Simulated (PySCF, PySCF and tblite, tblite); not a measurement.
**C9H14Si: conformers and averaged spectra**

Which conformers does C9H14Si (`C[Si](C)(C)c1ccccc1`) populate, and what do their averaged NMR parameters look like?

Programs: PySCF 2.14.0 with density-fitted response routines of our own, and tblite 0.8.0. All values are computed, except where a source is named. Atoms count from 0 throughout.

## 1. The starting structure

24 atoms, charge 0, multiplicity 1; geometry from: MMFF94s geometry.

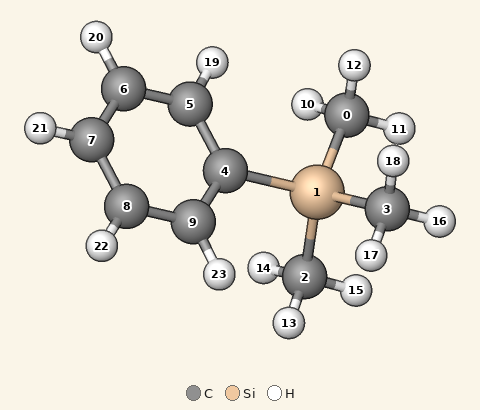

The starting geometry (carbon grey, silicon light orange, hydrogen white), atoms numbered.

## 2. GFN2-xTB relaxation, conformer 1

What the job is given:

```
{"job": {"xc": "GFN2-xTB", "basis": "xTB", "kind": "relax"}, "charge": 0, "multiplicity": 1}
C     -1.596800     2.075600     0.053900
Si    -1.213500     0.277200    -0.273000
C     -2.296500    -0.806900     0.821600
C     -1.527200    -0.115400    -2.081000
C      0.616700    -0.113500     0.146100
C      1.485400     0.883400     0.605700
C      2.824600     0.585300     0.893000
C      3.309700    -0.708800     0.725300
C      2.455800    -1.714600     0.257500
C      1.112700    -1.416600    -0.029200
H     -1.437700     2.335100     1.102400
H     -2.657800     2.283000    -0.177300
H     -0.989400     2.731500    -0.556900
H     -2.113900    -1.865200     0.626800
H     -2.121400    -0.595300     1.879500
H     -3.364100    -0.600400     0.625800
H     -2.565500     0.095500    -2.331400
H     -1.335100    -1.185300    -2.279600
H     -0.879700     0.480900    -2.712500
H      1.157200     1.908700     0.764000
H      3.485600     1.368100     1.263800
H      4.339800    -0.942500     0.947600
H      2.829700    -2.715200     0.131500
H      0.469600    -2.224900    -0.396000
```

Run with:

```
$ OMP_NUM_THREADS=1 python ens_run.py task.json out
```

The driver reads the study from task.json and runs its stages one after another.

Log:

```text
step      E/eV     max force
  0    -764.44329    1.065
  1    -764.51177    0.540
  2    -764.53349    0.323
  3    -764.54796    0.215
  4    -764.55420    0.153
  5    -764.55727    0.144
  6    -764.56060    0.157
  7    -764.56353    0.150
  8    -764.56503    0.079
  9    -764.56557    0.042
 10    -764.56584    0.040
 11    -764.56603    0.031
 12    -764.56603    0.031
 13    -764.56611    0.027
 14    -764.56622    0.020
 15    -764.56628    0.023
 16    -764.56637    0.020
 17    -764.56642    0.014
 18    -764.56648    0.016
 19    -764.56652    0.019
 20    -764.56657    0.018
 21    -764.56662    0.019
 22    -764.56668    0.019
 23    -764.56674    0.021
 24    -764.56679    0.023
 25    -764.56682    0.014
 26    -764.56685    0.013
 27    -764.56687    0.015
 28    -764.56691    0.025
 29    -764.56696    0.027
 30    -764.56701    0.018
 31    -764.56703    0.009
 32    -764.56705    0.009
 33    -764.56706    0.009
 34    -764.56707    0.006
 35    -764.56707    0.005
 36    -764.56708    0.005
 37    -764.56708    0.004
 38    -764.56708    0.004
```

Wall time 0.43 s (1 thread of Arm Neoverse V1, shared host).

Relaxing gained 0.124 eV and moved the atoms by 0.03 Å on average (rms).

## 3. Shieldings, conformer 1: PBE0/pcSseg-1 in chloroform

What the job is given:

```
{"job": {"xc": "PBE0", "basis": "pcSseg-1", "solvent": "chloroform", "kind": "nmr", "pop": true}, "charge": 0, "multiplicity": 1}
C     -1.592427     2.103642     0.066592
Si    -1.196506     0.267848    -0.259079
C     -2.309581    -0.825817     0.841501
C     -1.517826    -0.132514    -2.098356
C      0.622762    -0.105298     0.142574
C      1.496865     0.872496     0.607252
C      2.817806     0.578475     0.895164
C      3.295191    -0.709043     0.722483
C      2.442335    -1.697114     0.260186
C      1.123933    -1.393861    -0.024457
H     -1.426933     2.369193     1.106228
H     -2.631191     2.320194    -0.163271
H     -0.980347     2.758449    -0.546056
H     -2.125305    -1.881114     0.665355
H     -2.132874    -0.635975     1.896084
H     -3.361228    -0.639901     0.644802
H     -2.548786     0.072512    -2.371006
H     -1.323519    -1.178397    -2.315431
H     -0.881013     0.459194    -2.749378
H      1.137868     1.881597     0.746266
H      3.477857     1.355081     1.255374
H      4.326220    -0.941871     0.946786
H      2.807934    -2.704966     0.122304
H      0.467031    -2.173047    -0.384360
```

Log:

```text
coarse grid: 20080 points
cycle   1  E = -640.1656927771  dE =  1.194e+00  |g| = 5.869e-01  |ddm| = 4.566e+00
cycle   2  E = -640.1618953835  dE =  3.797e-03  |g| = 6.074e-01  |ddm| = 1.099e+00
cycle   3  E = -640.2573854255  dE = -9.549e-02  |g| = 2.505e-02  |ddm| = 5.206e-01
cycle   4  E = -640.2574092961  dE = -2.387e-05  |g| = 2.278e-02  |ddm| = 4.160e-02
cycle   5  E = -640.2575431134  dE = -1.338e-04  |g| = 6.077e-03  |ddm| = 2.568e-02
cycle   6  E = -640.2575530206  dE = -9.907e-06  |g| = 1.219e-03  |ddm| = 7.112e-03
final grid: 188008 points
cycle   7  E = -640.3163531872  dE = -5.587e-05  |g| = 9.752e-03  |ddm| = 6.043e-02
cycle   8  E = -640.3163504995  dE =  2.688e-06  |g| = 1.042e-02  |ddm| = 1.726e-02
cycle   9  E = -640.3163779156  dE = -2.742e-05  |g| = 7.020e-04  |ddm| = 8.211e-03
cycle  10  E = -640.3163780093  dE = -9.367e-08  |g| = 3.755e-04  |ddm| = 1.083e-03
cycle  11  E = -640.3163780480  dE = -3.871e-08  |g| = 6.644e-05  |ddm| = 4.117e-04
cycle  12  E = -640.3163780490  dE = -9.941e-10  |g| = 2.278e-05  |ddm| = 8.203e-05
converged SCF energy = -640.3163780490

GIAO shielding tensors (ppm)
atom      isotropic    diamagn.    paramagn.     s11        s22        s33       span
  0 C      190.412     255.945     -65.532    187.181    190.179    193.878      6.697
  1 Si     353.385     883.169    -529.785    342.561    344.014    373.580     31.019
  2 C      187.004     255.115     -68.111    182.190    186.017    192.806     10.616
  3 C      186.979     255.107     -68.129    182.165    185.988    192.782     10.617
  4 C       40.865     263.426    -222.562    -49.929    -19.593    192.116    242.045
  5 C       48.212     253.166    -204.954    -68.074     36.215    176.496    244.570
  6 C       53.887     253.997    -200.110    -58.260     40.930    178.990    237.250
  7 C       52.207     255.398    -203.191    -58.678     35.623    179.676    238.354
  8 C       53.838     254.156    -200.318    -58.751     41.118    179.146    237.897
  9 C       47.323     254.142    -206.818    -69.515     33.824    177.661    247.176
 10 H       31.286      32.719      -1.433     27.184     28.481     38.193     11.009
 11 H       31.428      30.223       1.205     26.611     29.105     38.567     11.955
 12 H       31.284      32.724      -1.441     27.177     28.487     38.188     11.011
 13 H       31.317      32.653      -1.336     26.261     29.476     38.214     11.953
 14 H       31.595      32.302      -0.707     27.481     29.272     38.033     10.552
 15 H       31.510      30.212       1.298     27.056     28.636     38.837     11.781
 16 H       31.510      30.212       1.298     27.057     28.636     38.836     11.778
 17 H       31.316      32.647      -1.331     26.262     29.472     38.212     11.951
 18 H       31.593      32.302      -0.709     27.478     29.275     38.025     10.547
 19 H       23.915      35.042     -11.127     18.941     22.308     30.497     11.556
 20 H       23.978      30.462      -6.484     20.329     24.416     27.189      6.860
 21 H       23.935      29.076      -5.141     20.475     24.796     26.534      6.059
 22 H       23.904      30.540      -6.636     20.220     24.356     27.137      6.917
 23 H       23.818      34.907     -11.090     19.508     21.784     30.161     10.653
```

It took 66 s on 1 thread of Arm Neoverse V1, shared host; peak memory 1.3 GiB.

Key values: HOMO -7.23 eV, LUMO -0.40 eV; dipole 0.14 D.

## 4. The ensemble: properties at PBE0/pcSseg-1 in chloroform

What the job is given:

```
{"job": {"study": "conf", "smiles": "C[Si](C)(C)c1ccccc1", "search": {"seed": 1068, "n_embed": 60, "ff_keep": 14, "window": 3.0, "nmax": 10, "temps": [220, 260, 298.15, 340, 380], "t_ref": 298.15, "order": 0.002}, "level": {"nmr": {"xc": "PBE0", "basis": "pcSseg-1", "solvent": "chloroform"}}, "kind": "conf"}, "charge": 0, "multiplicity": 1}
C     -1.592427     2.103642     0.066592
Si    -1.196506     0.267848    -0.259079
C     -2.309581    -0.825817     0.841501
C     -1.517826    -0.132514    -2.098356
C      0.622762    -0.105298     0.142574
C      1.496865     0.872496     0.607252
C      2.817806     0.578475     0.895164
C      3.295191    -0.709043     0.722483
C      2.442335    -1.697114     0.260186
C      1.123933    -1.393861    -0.024457
H     -1.426933     2.369193     1.106228
H     -2.631191     2.320194    -0.163271
H     -0.980347     2.758449    -0.546056
H     -2.125305    -1.881114     0.665355
H     -2.132874    -0.635975     1.896084
H     -3.361228    -0.639901     0.644802
H     -2.548786     0.072512    -2.371006
H     -1.323519    -1.178397    -2.315431
H     -0.881013     0.459194    -2.749378
H      1.137868     1.881597     0.746266
H      3.477857     1.355081     1.255374
H      4.326220    -0.941871     0.946786
H      2.807934    -2.704966     0.122304
H      0.467031    -2.173047    -0.384360
```

Log:

```text
conformer  sym    E(xTB)   E(DFT)   G(298.15 K)  weight  dipole/D
    1     Cs      0.000    0.000    0.000   1.0000    0.144

mean shielding (ppm) by class
class atoms           220 K      260 K   298.15 K      340 K      380 K
  0 C  0,2,3        188.132    188.132    188.132    188.132    188.132
  1 Si 1            353.385    353.385    353.385    353.385    353.385
  2 C  4             40.865     40.865     40.865     40.865     40.865
  3 C  5,9           47.768     47.768     47.768     47.768     47.768
  4 C  6,8           53.862     53.862     53.862     53.862     53.862
  5 C  7             52.207     52.207     52.207     52.207     52.207
  6 H  10,11,12      31.426     31.426     31.426     31.426     31.426
  7 H  19,23         23.866     23.866     23.866     23.866     23.866
  8 H  20,22         23.941     23.941     23.941     23.941     23.941
  9 H  21            23.935     23.935     23.935     23.935     23.935
```

Wall time 68 s (1 thread of Arm Neoverse V1, shared host). This counts the runs that the step sums up.

The search (ETKDG and KDG, MMFF94s, GFN2-xTB) embedded 60 structures, kept 1 distinct ones after the force field and 1 after xTB; 1 was carried on (window 3.0 kcal/mol at the search's own energies). Energies: PBE0/pcSseg-1 in chloroform with D3(BJ).

Conformer by conformer (298 K):

```csv
no.,group,mirror pair,ΔE xTB,ΔE DFT,ΔG,weight (%),μ (D),C0–Si1–C4–C5 (°),"A, B, C (GHz)"
1,Cs,no,0.00,0.00,0.00,100.0,0.14,0,"2.01, 0.72, 0.64"
```

Energies in kcal/mol. ΔG holds xTB vibrations and rotation, symmetry numbers and mirror pairs.

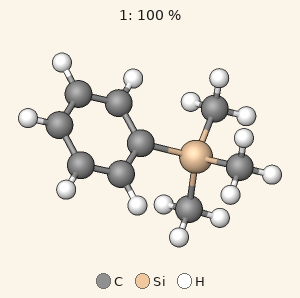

The one conformer.

Shifts against references run at the same level (¹H TMS 31.70, ¹³C TMS 187.6, ²⁹Si TMS 349.0 ppm of shielding), by class of atoms, at 298 K:

```csv
atoms,environment,average,measured
C4,substituted aromatic carbon,146.7,–
"C5, C9",aromatic CH,139.8,–
C7,aromatic CH,135.4,–
"C6, C8",aromatic CH,133.7,–
"C0, C2, C3",methyl carbon bonded to Si,-0.5,–
"H19, H23",hydrogen on an aromatic CH,7.83,–
H21,hydrogen on an aromatic CH,7.76,–
"H20, H22",hydrogen on an aromatic CH,7.76,–
"H10, H11, H12 and 6 more",hydrogen on a methyl carbon bonded to Si,0.27,–
Si1,silicon bonded to 4 C,-4.4,-5.1
```

Measured: solution; W. Buchner, W. Wolfsberger, Z. Naturforsch. 32b (1977) 967.

Effective distances for nuclear Overhauser effects, ⟨r⁻⁶⟩^(−1/6) over all pairs of two classes (Å): H20···H21 2.47; H19···H20 2.75; H10···H19 3.38.

## 5. Summary of results

| quantity | value |
| --- | --- |
| conformers | 1; the first in weight is no. 1 (Cs), 100 % at 298 K |
| root-mean-square dipole | 0.14 D |
| averaged ¹³C shifts (PBE0/pcSseg-1 in chloroform) | 146.7, 139.8, 135.4, 133.7, -0.5 ppm |
| averaged ¹H shifts (PBE0/pcSseg-1 in chloroform) | 7.83, 7.76, 7.76, 0.27 ppm |
| averaged ²⁹Si shifts (PBE0/pcSseg-1 in chloroform) | -4.4 ppm |

**Reading.** The search found one conformer in the window, so the averages are its own values. Against 1 measured ²⁹Si shift the average misses by 0.7 ppm. Vibration is missing from the shifts, so part of that gap is not the functional's.
